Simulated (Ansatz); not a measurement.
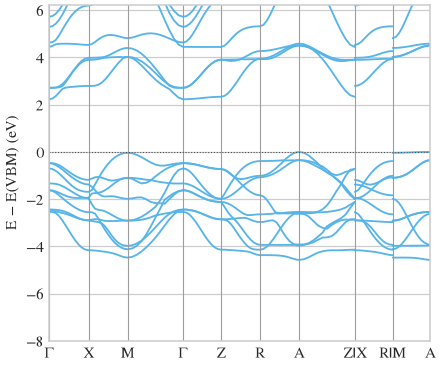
Band structure from r²SCAN in the plane-wave PAW code Ansatz

**Question.** Read off the gap and where the band edges lie.

**Answer.** About 2.2 eV (2.23 eV by a search for the band edges); maximum at A, minimum at Γ.

The material is BaTiO₃ in space group P4mm (No. 99; Ti on 1b, Ba on 1a, O on 1b, O on 2c).

Symmetry was held in the r²SCAN relaxation. At this level the phase is dynamically unstable (imaginary phonons). No spin polarisation was allowed. Spin–orbit coupling is left out wherever it is not named.

Potentials: the later of the program's two PAW sets.
